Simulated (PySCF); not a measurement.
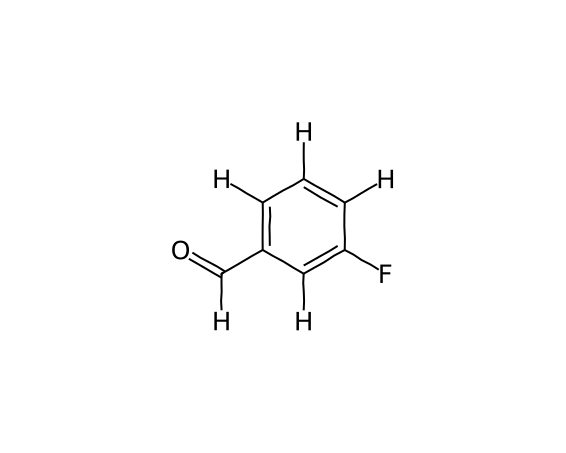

2D structure.

**Write the SMILES.**

O=Cc1cccc(F)c1

**Give the formula, hydrogens included.**

C7H5FO.

**An optimisation with PBE0-D3(BJ)/def2-TZVP gave a structure of which point group?**

Cs. Other conformers may differ.

More results for the same structure follow; atom numbers are the same in all pictures, views and colours differ. The geometry was computed by an optimisation with PBE0-D3(BJ)/def2-TZVP. No frequency run is at hand to confirm it as a minimum.

**Shape**

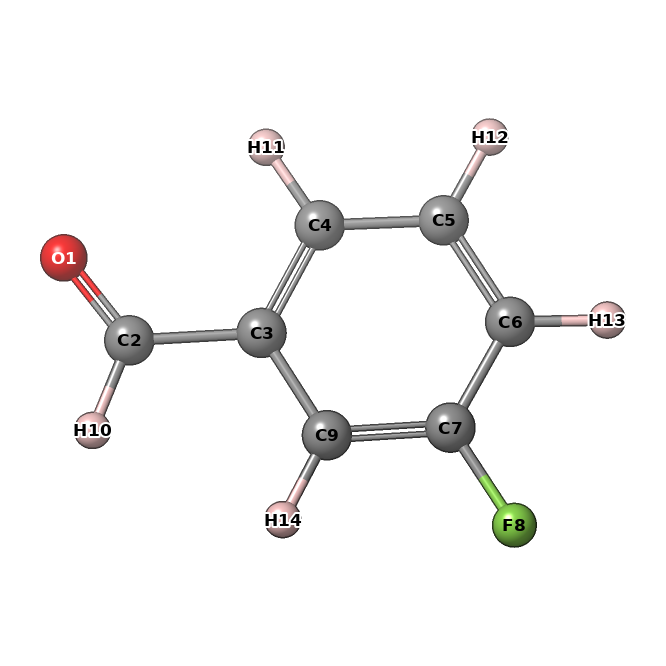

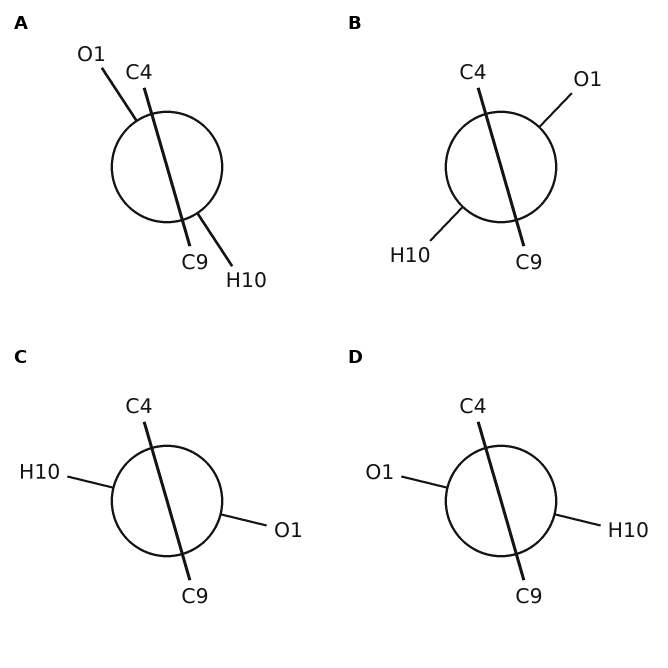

Depth is shown by fading: the farther an atom, the more it takes the colour of the background. Bonds that would overlap in a projection are set slightly apart. No frequency run is at hand to confirm it as a minimum.

**Which Newman projection shows the view along C3–C2, with C3 in front?**

A. The torsion angle C4–C3–C2–O1 is 0°, synperiplanar (eclipsed).

**Quadrupole coupling**

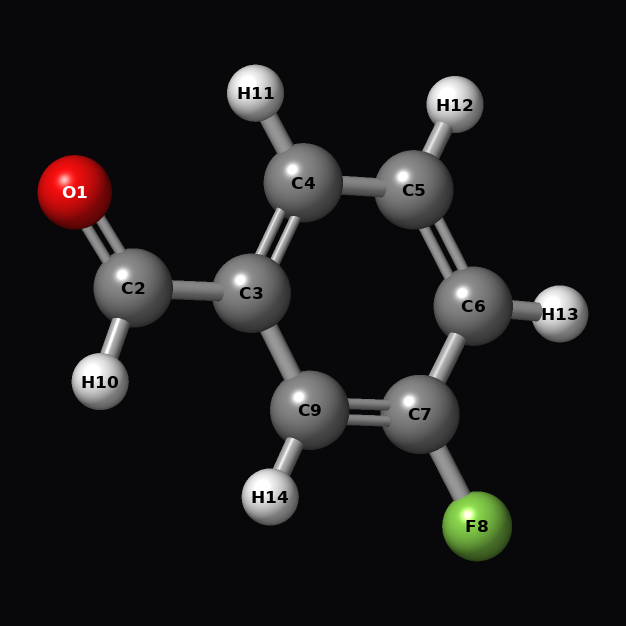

No frequency run is at hand to confirm it as a minimum. Electric field gradients from the ground-state density, PBE0/pcSseg-2 (PySCF 2.14.0), non-relativistic apart from any core potentials.

Give the largest field-gradient component, the quadrupole coupling constant and the asymmetry for 17O at O1 (Q = −25.6 mb), 2H at H10 (Q = 2.86 mb), 2H at H11 (Q = 2.86 mb).

```tsv
atom	V_zz (a.u.)	e²qQ/h (MHz)	η
O1	−1.954	11.75	0.55
H10	0.246	0.165	0.04
H11	0.291	0.195	0.05
```

**Electronic properties**

No frequency run is at hand to confirm it as a minimum. Method: WP04/pcSseg-2 in chloroform (IEF-PCM) (PySCF 2.14.0).

**What is the dipole moment?**

2.68 D.

**Estimate the HOMO energy (Kohn–Sham orbital).**

−8.69 eV.

**Give the HOMO–LUMO gap at this level.**

4.54 eV.

**NMR shielding**

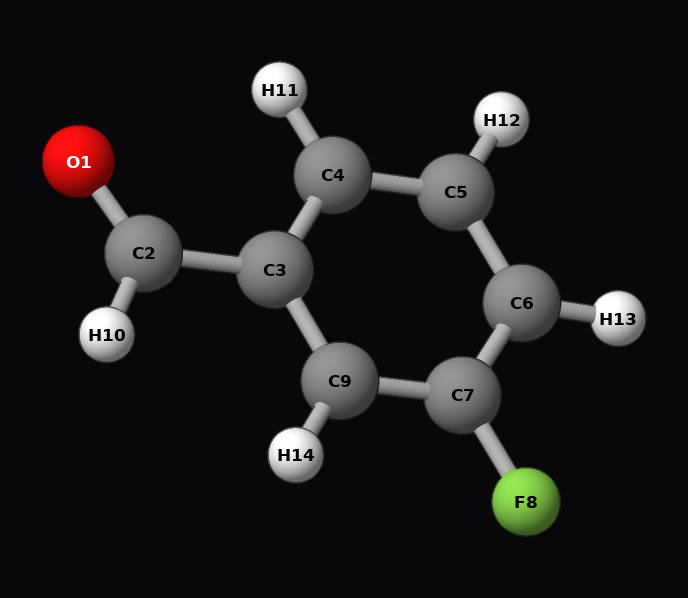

No frequency run is at hand to confirm it as a minimum. Method: GIAO KT3/pcSseg-2 NMR shielding, non-relativistic, gas phase (PySCF 2.14.0). Principal shieldings σ11 ≤ σ22 ≤ σ33, span Ω = σ33 − σ11, skew κ = 3(σiso − σ22)/Ω.

Give the shielding tensors of the F atoms.

```json
{"atom": "F8", "σ11": "195.6", "σ22": "283.7", "σ33": "344.4", "σiso": "274.6", "Ω": "148.8", "κ": "−0.18"}
```

Shieldings and span in ppm.

**Ring current**

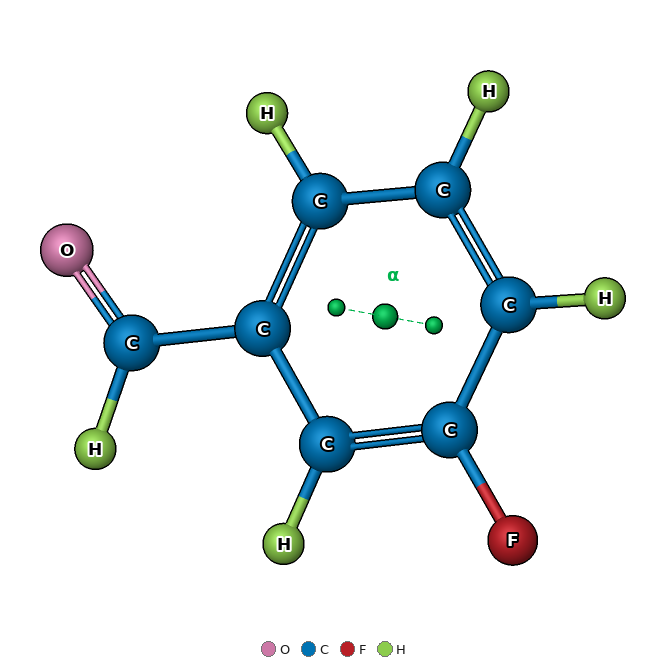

The small points mark where nucleus-independent chemical shifts (NICS) were computed: at the centre of each lettered ring and 1 Å above and below it. No frequency run is at hand to confirm it as a minimum. Level of theory: GIAO B97-2/pcSseg-2 NMR shielding, non-relativistic, gas phase (PySCF 2.14.0).

Give NICS(0), NICS(1) and the out-of-plane component NICS(1)zz for each ring (means of the two sides).

```tsv
ring	members	NICS(0)	NICS(1)	NICS(1)zz
α	C6	−9.8	−10.0	−27.1
```

Values in ppm.

**What do the values say about the ring currents?**

Ring α: diatropic, as in an aromatic ring. NICS is one index among several.
